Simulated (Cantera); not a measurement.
Input: 1 mol borazine, 11 mol H₂, equilibrated at 0.0750 Torr.

Cantera equilibrium calculation (NASA polynomials, part measured and part estimated; ideal gas, pure solids and liquids). Candidate condensed phases: B, BN; 15 gas species. The feed counts by its element totals alone. Mutual solubility and eutectic melting of coexisting phases are not modelled. The tables' values for BH₂ are old estimates; treat these amounts as uncertain. Rates play no part.

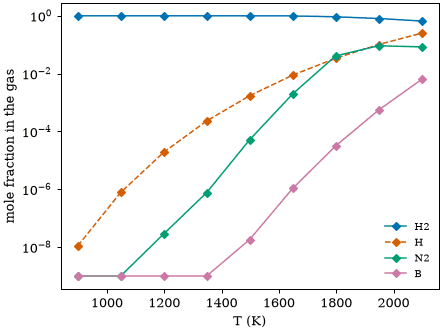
Equilibrium gas composition (values under 1e-9 drawn at 1e-9)

From 898 K to 1348 K the condensed part is BN(s). From 1498 K to 1798 K the condensed part is B(s) + BN(s). From 1948 K to 2098 K the condensed part is B(s).
